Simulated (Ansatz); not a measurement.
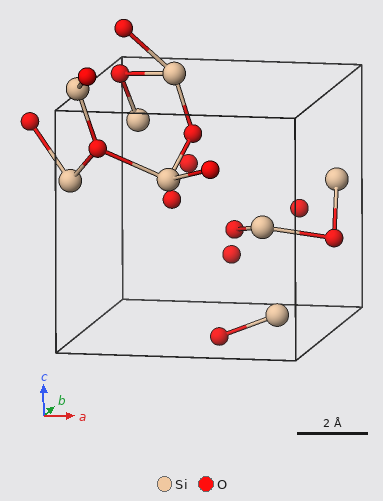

Starting frame of a dynamics run of an amorphous cell of composition Si$_{4}$O$_{7}$ (22 atoms in the cell). The picture is a ball-and-stick view of the simulation cell, seen slightly off an axis.

Level of theory: DFT PBE, scalar-relativistic, plane waves, PAW in Ansatz.

Input
```yaml
crystal:
  lattice:
    - [7.084207, 0.066361, 0.097276]
    - [0.066361, 6.97409, -0.035855]
    - [0.097276, -0.035855, 7.132386]
  atoms:
    - { symbol: Si, position: [0.4444389063, 0.168608384, 0.1253404172] }
    - { symbol: Si, position: [0.4650693483, 0.0041712882, 0.7244609515] }
    - { symbol: Si, position: [0.7664022634, 0.5453693432, 0.0559186317] }
    - { symbol: Si, position: [0.2254015345, 0.4112332012, 0.8725860923] }
    - { symbol: Si, position: [0.9966164598, 0.6181890484, 0.6073633715] }
    - { symbol: Si, position: [0.1253673401, 0.8660734363, 0.1183141967] }
    - { symbol: Si, position: [0.0481525448, 0.0299305805, 0.7007156826] }
    - { symbol: Si, position: [0.7716217266, 0.3091413873, 0.4704253201] }
    - { symbol: O, position: [0.2339494904, 0.6190493322, 0.227435009] }
    - { symbol: O, position: [0.1981362324, 0.9034684707, 0.8666132542] }
    - { symbol: O, position: [0.4968655722, 0.8316001037, 0.2340429349] }
    - { symbol: O, position: [0.5923248816, 0.5353840535, 0.4056760059] }
    - { symbol: O, position: [0.5279025285, 0.5330232835, 0.9625944329] }
    - { symbol: O, position: [0.3571128611, 0.6943527603, 0.6355233786] }
    - { symbol: O, position: [0.7861097641, 0.8116554418, 0.4382917829] }
    - { symbol: O, position: [0.5174264975, 0.1845086284, 0.8762640352] }
    - { symbol: O, position: [0.1791336963, 0.308880313, 0.0855292606] }
    - { symbol: O, position: [0.8696060152, 0.0696275748, 0.9309136383] }
    - { symbol: O, position: [0.3987104189, 0.293535289, 0.5763034566] }
    - { symbol: O, position: [0.2582073661, 0.0830910358, 0.3253665121] }
    - { symbol: O, position: [0.0508545443, 0.3794182745, 0.4193831718] }
    - { symbol: O, position: [0.6958948969, 0.8019107185, 0.8176965027] }
  symmetry: { detect: false }
basis:
  ecutwfc: 320
  xc_grid: 1
kpoints:
  mp_grid: { grid: [1, 1, 1], shift: [0.25, 0.25, 0.25] }
hamiltonian:
  xc: pbe
scf:
  occupations: { method: fermi_dirac, width: 0.3447 }
  lower_state_search: "off"
  convergence: { dr2_threshold: 1.0e-05 }
output:
  forces: true
  stress: true
md:
  timestep: 2.0
  n_steps: 24
  ensemble: nvt_langevin
  friction: 0.03
  temperature: 4000.0
  initial_velocities: maxwell_boltzmann
  seed: 87093
```

Run as
```bash
ansatz run input.yaml --threads 2 --pin off --max-ram 5120MiB --backend cpu --events-out ev --progress --plain --runs-dir out
```

Q: What does the trajectory do?

A: Over the second half the temperature averages 6091 K (spread ±671 K). That is above the set 4000 K, because the structure releases potential energy faster than the thermostat removes it. The potential energy is still drifting at the end, so the run hasn't reached equilibrium. The potential energy in the second half lies on average 841 meV per atom below the first frame. The mean pressure there is 5.3 GPa. In the second half of the run the atoms are, in the root-mean-square, this far from where they began (common drift taken out): O 0.84 Å, Si 0.53 Å. The heavy atoms stay within a fraction of a molecule's size of their starting places; so short a run doesn't tell a liquid from a solid. Bond changes: 3 O–Si bonds form between 18 fs and 34 fs.

Along the run:

```json
{"time (fs)": "0.0", "potential energy (meV/atom)": "0.0", "T (K)": "3818", "p (GPa)": "-14.8"}
{"time (fs)": "4.0", "potential energy (meV/atom)": "-62.4", "T (K)": "5281", "p (GPa)": "-13.0"}
{"time (fs)": "8.0", "potential energy (meV/atom)": "-188.1", "T (K)": "6037", "p (GPa)": "-9.4"}
{"time (fs)": "12.0", "potential energy (meV/atom)": "-250.9", "T (K)": "5311", "p (GPa)": "-3.4"}
{"time (fs)": "16.0", "potential energy (meV/atom)": "-326.2", "T (K)": "5204", "p (GPa)": "0.9"}
{"time (fs)": "20.0", "potential energy (meV/atom)": "-553.9", "T (K)": "6528", "p (GPa)": "0.1"}
{"time (fs)": "24.0", "potential energy (meV/atom)": "-687.6", "T (K)": "7572", "p (GPa)": "1.7"}
{"time (fs)": "28.0", "potential energy (meV/atom)": "-696.0", "T (K)": "6282", "p (GPa)": "4.0"}
{"time (fs)": "32.0", "potential energy (meV/atom)": "-836.8", "T (K)": "6506", "p (GPa)": "3.7"}
{"time (fs)": "36.0", "potential energy (meV/atom)": "-852.4", "T (K)": "5535", "p (GPa)": "5.3"}
{"time (fs)": "40.0", "potential energy (meV/atom)": "-931.2", "T (K)": "5506", "p (GPa)": "6.0"}
{"time (fs)": "44.0", "potential energy (meV/atom)": "-927.2", "T (K)": "5536", "p (GPa)": "7.1"}
{"time (fs)": "48.0", "potential energy (meV/atom)": "-945.5", "T (K)": "5546", "p (GPa)": "8.2"}
```

The paths of the atoms:

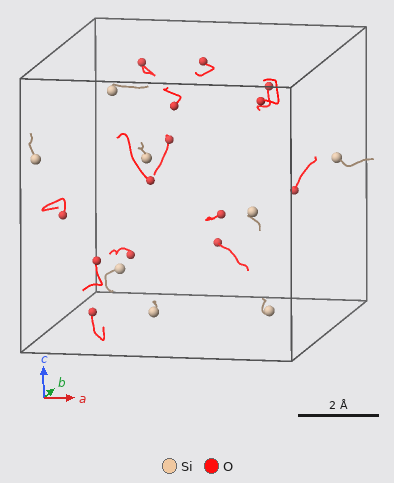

Limits of the set-up: the cutoff lies below the recommended one; the periodic images lie only 7.0 Å apart, so the values are limited by the cell's size.
